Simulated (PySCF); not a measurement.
SMILES F[Si](F)(F)c1ccc([SiH3])cc1 at its GFN2-xTB optimised geometry (Å):

```
18

F      0.8206    -3.9189    -1.0183
Si     1.3729    -2.8243    -0.0073
F      1.4131    -3.5941     1.3835
F      2.9028    -2.6448    -0.3938
C      0.4129    -1.2296    -0.0060
C      1.0638     0.0055    -0.0028
C      0.3443     1.1848     0.0000
C     -1.0469     1.1848     0.0000
Si    -2.0461     2.7895     0.0000
C     -1.6936    -0.0486    -0.0023
C     -0.9844    -1.2327    -0.0052
H      2.1437     0.0375    -0.0056
H      0.8746     2.1264     0.0012
H     -2.9028     2.8056    -1.1879
H     -1.1167     3.9189    -0.0218
H     -2.8718     2.8263     1.2093
H     -2.7741    -0.0791    -0.0029
H     -1.5143    -2.1744    -0.0099
```

Level of theory: PBE0/def2-SVP in PySCF. Cells within 0.4 Å of a nucleus heavier than hydrogen are left out (blank, or x).

Map of the electron localisation function on the plane z = 0.0 Å:

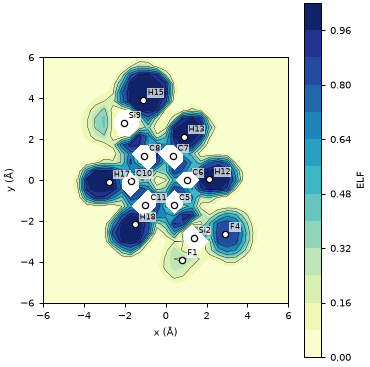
Electron localisation function on the plane z = 0.0 Å.
